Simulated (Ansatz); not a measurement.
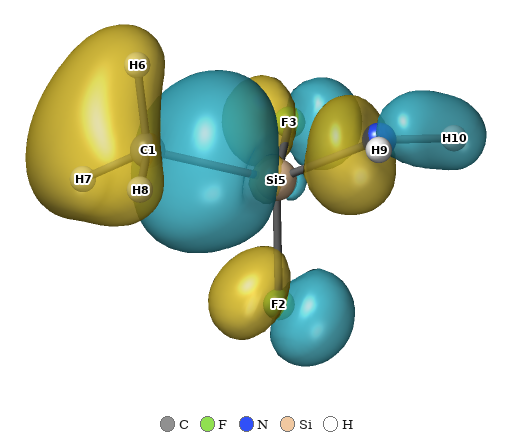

The picture shows: CH$_{5}$F$_{2}$NSi (SMILES C[Si](N)(F)F). The HOMO−1 at ±0.1 Å⁻³ᐟ² (yellow and cyan are the two phases), seen from one side.

Geometry: r2SCAN-D4/def2-SVP.

All numbers below come from isolated molecule in a Gaussian basis; Kohn-Sham density functional theory, functional PBE0 (Ansatz).

Input

```
crystal:
  periodic: [false, false, false]
  atoms:
    - symbol: C
      position_ang: [-1.235585, 0.311300, -0.400209]
    - symbol: F
      position_ang: [-0.867485, -2.414400, 0.182614]
    - symbol: F
      position_ang: [-1.780688, -1.908472, -2.141660]
    - symbol: "N"
      position_ang: [0.796993, -1.326724, -1.768551]
    - symbol: Si
      position_ang: [-0.738583, -1.346318, -1.036662]
    - symbol: H
      position_ang: [-1.294589, 1.050131, -1.213757]
    - symbol: H
      position_ang: [-2.219668, 0.256560, 0.090562]
    - symbol: H
      position_ang: [-0.515340, 0.681789, 0.346984]
    - symbol: H
      position_ang: [1.567024, -0.802524, -1.367863]
    - symbol: H
      position_ang: [1.130228, -2.114635, -2.315012]
basis:
  gaussian: {orbitals: def2-TZVPD}
hamiltonian: {xc: {name: PBE0}}
output: {forces: true, orbitals: {seedname: orbitals}}
```

Run with:

```sh
ansatz run input.yaml --threads 2 --pin off --max-ram 4350MiB --events-out events.jsonl --progress --plain --runs-dir runs
```

Describe this orbital and give its energy.

Its weight (Hirshfeld) is mainly on C1 (about 40 %), Si5 (about 20 %), F2 (about 10 %), F3 (about 10 %) and N4 (about 5 %). Its energy is −9.80 eV.
